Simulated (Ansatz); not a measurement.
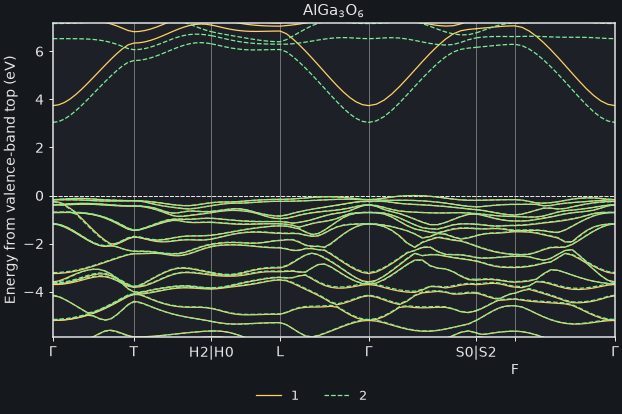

Band structures of AlGa3O6, space group R3, 10 atoms in the cell, by two methods on the same cell. Each is counted from its own valence-band top.

**Which curve is which? The methods: r2SCAN, PBE.**

1 is r2SCAN; 2 is PBE. r2SCAN gives a gap of 3.74 eV along the path and PBE gives a gap of 3.04 eV along the path.

Settings. r2SCAN: DFT r2SCAN, scalar-relativistic, plane waves, PAW, no spin polarisation, 6×6×6 k mesh, 500 eV cutoff, Gaussian smearing of 0.02 eV (Ansatz 0.2.0). PBE: DFT PBE, scalar-relativistic, plane waves, PAW, no spin polarisation, 6×6×6 k mesh, 420 eV cutoff, Gaussian smearing of 0.02 eV (Ansatz 0.2.0).

The structure is an invented one, so it need not be a known or stable phase.
